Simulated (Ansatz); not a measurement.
# C₂H₉NSi₂: up Jacob's ladder to CCSD(T)

Aim: compute C₂H₉NSi₂ with functionals from several rungs and with coupled cluster. The yardstick is the atomisation energy at the CCSD(T) limit.

Program: Ansatz 0.2.0, Gaussian basis. Level of theory: functionals in def2-TZVPP, the program's frozen cores in correlated methods. These are calculated values, not measurements.

Levels to be run: LDA (SPW92), PBE-D4, revPBE-D4, BLYP-D4, r2SCAN-D4, B97M-V, PBE0-D4, B3LYP-D4, r2SCANh-D4, r2SCAN0-D4, HSE06-D4, BHLYP-D4, CAM-B3LYP-D4, LC-ωPBE, ωB97X-V, ωB97M-V, B2PLYP, PBE-QIDH; CCSD(T)/def2-SVP; CCSD(T)/def2-TZVPP; MP2/def2-QZVPP; extrapolation to the limit; RPA on PBE.

## (1) The relaxed structure

An earlier PBE0-D4 in a triple-zeta def2 set relaxation fixed the geometry.

SMILES `C=C(N)[SiH2][SiH3]`, 14 atoms, charge 0, spin multiplicity 1.

Atoms are counted from 1 here; the program's logs count them from 0.

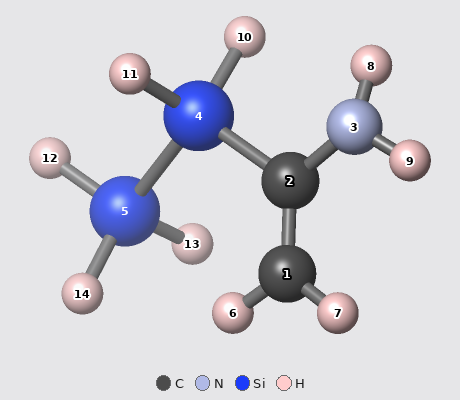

The structure; carbon dark grey, nitrogen light blue, silicon blue, hydrogen pink; atoms are numbered from 1 in the order of the file.

## (2) LDA

This LDA is Slater exchange with PW92 correlation.

File in.yaml:

```yaml
crystal:
  periodic: [false, false, false]
  atoms:
    - {symbol: C, position_ang: [-1.392204, 0.517704, 0.912871]}
    - {symbol: C, position_ang: [-0.119656, 0.879004, 0.701431]}
    - {symbol: N, position_ang: [0.519586, 1.886304, 1.405070]}
    - {symbol: Si, position_ang: [0.859455, 0.109404, -0.706207]}
    - {symbol: Si, position_ang: [-0.052856, -1.936649, -1.370674]}
    - {symbol: H, position_ang: [-1.876582, -0.222857, 0.291015]}
    - {symbol: H, position_ang: [-1.996278, 0.969558, 1.696122]}
    - {symbol: H, position_ang: [1.517994, 1.804076, 1.500453]}
    - {symbol: H, position_ang: [0.069410, 2.190026, 2.255875]}
    - {symbol: H, position_ang: [2.260161, -0.103595, -0.230657]}
    - {symbol: H, position_ang: [0.943518, 1.050445, -1.858099]}
    - {symbol: H, position_ang: [0.714141, -2.472670, -2.528001]}
    - {symbol: H, position_ang: [0.014163, -2.920270, -0.257418]}
    - {symbol: H, position_ang: [-1.473949, -1.779783, -1.782881]}
basis:
  gaussian: {orbitals: def2-TZVPP}
hamiltonian: {xc: lda}
output: {orbitals: {seedname: orbitals}}
```

On the command line:

```console
$ ansatz run in.yaml --threads 4 --pin off --events-out ev --progress --plain --max-ram 10444MiB
```

After this run come: PBE-D4 (GGA); revPBE-D4 (GGA); BLYP-D4 (GGA); r2SCAN-D4 (meta-GGA); B97M-V (meta-GGA); B3LYP-D4 (hybrid); r2SCANh-D4 (hybrid); r2SCAN0-D4 (hybrid); HSE06-D4 (hybrid); BHLYP-D4 (hybrid); CAM-B3LYP-D4 (range-separated); LC-ωPBE (range-separated); ωB97X-V (range-separated); ωB97M-V (range-separated); B2PLYP (double hybrid); PBE-QIDH (double hybrid); CCSD(T) in def2-SVP; CCSD(T) in def2-TZVPP; MP2 in def2-QZVPP; RPA on PBE orbitals.

Before running them: what should the planned runs give, taken together? Wanted: atomisation energy, CCSD(T)/CBS; farthest beyond LDA; mean size of error, GGA; mean size of error, meta-GGA; mean size of error, hybrid; mean size of error, range-separated; mean size of error, double hybrid; gap, smallest and largest; T1 diagnostic.

**Answer**, as computed:

| quantity | value |
| --- | --- |
| atomisation energy, CCSD(T)/CBS | 4840.8 kJ/mol |
| functionals within 24.2 kJ/mol (0.5 %) | BLYP-D4, r2SCAN-D4, B97M-V, PBE0-D4, B3LYP-D4, r2SCANh-D4, HSE06-D4, ωB97M-V |
| farthest beyond LDA | BHLYP-D4 (-91.9 kJ/mol) |
| mean size of error, GGA | 31.9 kJ/mol |
| mean size of error, meta-GGA | 11.2 kJ/mol |
| mean size of error, hybrid | 31.7 kJ/mol |
| mean size of error, range-separated | 26.8 kJ/mol |
| mean size of error, double hybrid | 50.0 kJ/mol |
| gap, smallest and largest | 4.20 eV (LDA (SPW92)), 11.06 eV (LC-ωPBE) |
| T1 diagnostic | 0.0129 |
| triples share of the correlation energy | 4.0 % |

The LDA atomisation energy is off by 636.1 kJ/mol (13 %): it overbinds. PBE-D4 misses by +64.4 kJ/mol. Double hybrids carry the basis error of their MP2 part in triple zeta, and no dispersion term here, so their miss is partly the set-up's. Taken by rung, meta-GGA functionals do best (11.2 kJ/mol on average) and double hybrid ones worst beyond LDA (50.0 kJ/mol). The reference freezes the cores and leaves out relativity and excitations past (T), so misses under about 24.2 kJ/mol can't be ranked. Hartree-Fock recovers 73 % of the binding; the rest is correlation. CCSD(T) in def2-SVP is off by -288.5 kJ/mol, more than most functionals: a good method in a small basis is no reference. Orbital gaps span 4.2 to 11.1 eV; exact exchange widens them.
